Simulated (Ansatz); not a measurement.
# Calculations on SiNHCl

**1. Relaxation**

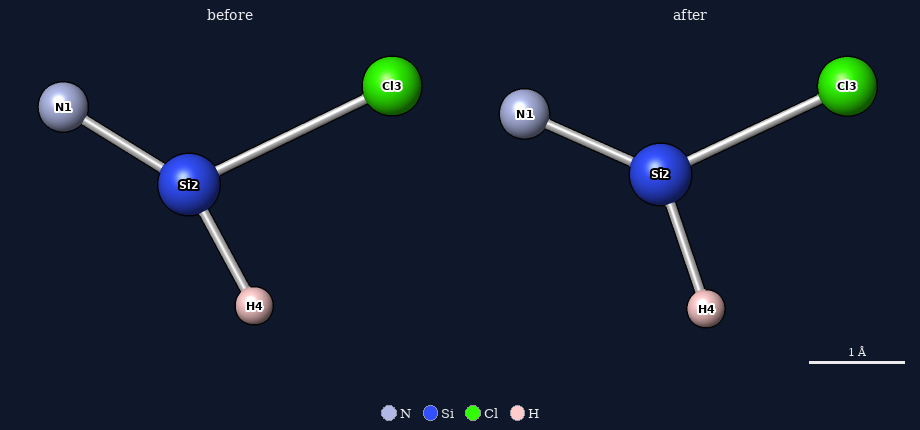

The structure of SiNHCl (charge −1) before (left) and after (right) a relaxation, at one scale.

The picture is a ball-and-stick view, seen face on.

These are results of RKS PBE0-D4/def2-TZVPD (Ansatz 0.2.0), not measurements. Settings: force threshold 0.005 eV/Å; at most 200 steps.

Question: Summarise the run.

Answer: After 6 geometry steps the energy has fallen by 0.240 eV. Largest force component: 1.4 eV/Å at the start, 0.0021 eV/Å at the end. The largest move after the best rigid fit is that of Si2, 0.16 Å. By element the largest moves are Si 0.16 Å, H 0.09 Å, N 0.07 Å, Cl 0.05 Å. Some distances before and after: Si2–Cl3 2.377 → 2.175 Å, Si2–H4 1.459 → 1.502 Å, N1–Si2 1.565 → 1.577 Å. Bond angles that change, for instance: N1–Si2–H4 150.2° → 133.0°, Cl3–Si2–H4 87.5° → 96.4°, N1–Si2–Cl3 122.4° → 130.6°. The run took 30 s on 2 threads of Arm Neoverse N1, with other jobs on the host.

**2. A change**

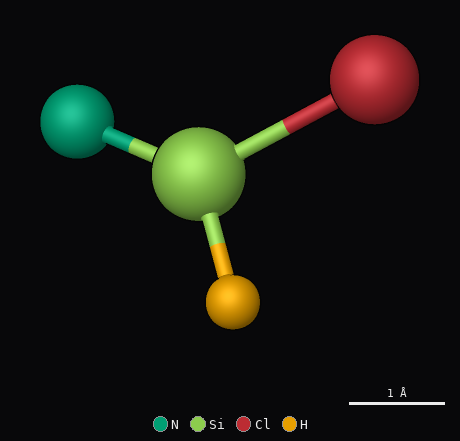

The starting point is SiNHCl (charge −1). A ball-and-stick model, seen at a tilt.

The calculation used RHF-CCSD(T), frozen core/def2-TZVPPD in Ansatz. 

Now this is done to it. All atoms are moved at random (σ = 0.06 Å) from the PBE0-D4/def2-TZVP minimum.

The input:
```yaml
crystal:
  periodic: [false, false, false]
  atoms:
    - {symbol: N, position_ang: [0.220759, 1.284992, -1.272596]}
    - {symbol: Si, position_ang: [-0.076561, 0.195009, -0.140707]}
    - {symbol: Cl, position_ang: [1.006305, -1.588512, 0.520220]}
    - {symbol: H, position_ang: [-1.263818, 0.088543, 0.835428]}
basis:
  gaussian: {orbitals: "def2-TZVPPD.json"}
total_charge: -1
correlation: {method: ccsd_t}
output: {forces: true}
```

Run as
```bash
ansatz run in.yaml --threads 2 --pin off --events-out ev --progress --plain --max-ram 4352MiB
```

Question: What is the effect?

Answer: The energy rises by 0.008 eV. The largest forces, 0.65 eV/Å, act on Si2 and H4. The forces point partly back along the displacements (cosine −0.65). At other levels of theory the same distortion costs −0.006 eV (RKS PBE-D4/def2-TZVPPD), 0.018 eV (RKS r2SCAN-D4/def2-TZVPPD), 0.030 eV (RKS PBE0-D4/def2-TZVPPD), 0.044 eV (RKS wB97M-V/def2-TZVPPD). Among the bonded contacts that change: Si2–H4 1.502 → 1.541 Å, N1–Si2 1.577 → 1.599 Å, Si2–Cl3 2.175 → 2.189 Å. Among the angles between lasting bonds that change: N1–Si2–H4 133.0° → 129.7°.

**3. Distortion**

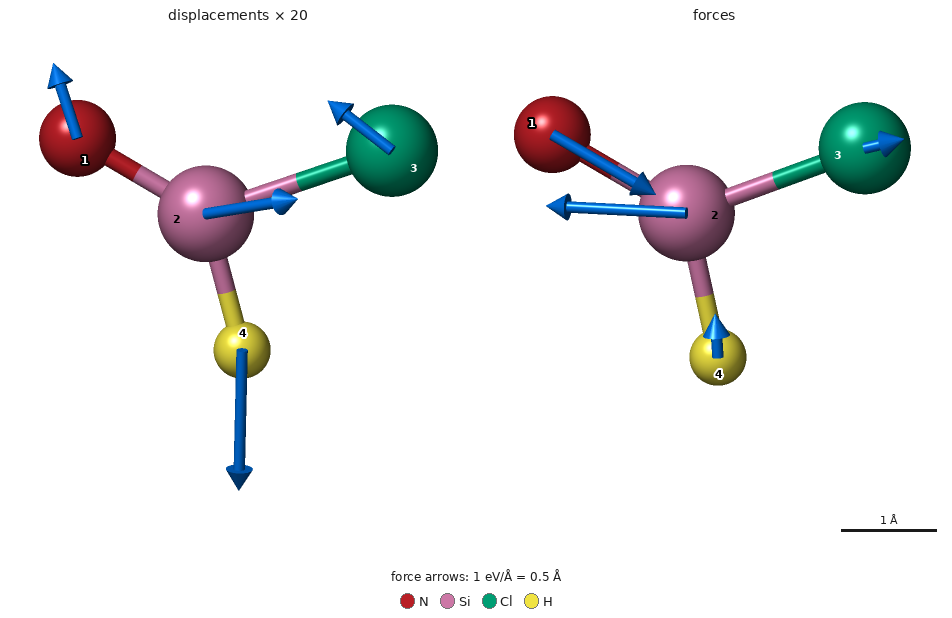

Left: SiNHCl (charge −1), with blue arrows for the displacements applied to it. Right: the displaced structure with the computed forces. The picture is a ball-and-stick view, seen at a tilt.

The calculation used Ansatz, RKS r2SCAN-D4/def2-TZVPPD. 

How do the forces relate to the distortion?

Answer. All atoms are moved at random (σ = 0.06 Å) from the PBE0-D4/def2-TZVP minimum. The energy rises by 0.177 eV. The largest force is 3.1 eV/Å, on Si2. The forces mostly point back along the displacements (cosine −0.72). At other levels of theory the same distortion costs 0.136 eV (RKS PBE-D4/def2-TZVPPD), 0.195 eV (RKS PBE0-D4/def2-TZVPPD), 0.232 eV (RKS wB97M-V/def2-TZVPPD), 0.143 eV (RHF-CCSD(T), frozen core/def2-TZVPPD). Among the bonded contacts that change: Si2–Cl3 2.175 → 2.092 Å, Si2–H4 1.502 → 1.580 Å, N1–Si2 1.577 → 1.651 Å. Bond angles that change, for instance: Cl3–Si2–H4 96.4° → 100.5°, N1–Si2–H4 133.0° → 129.4°.
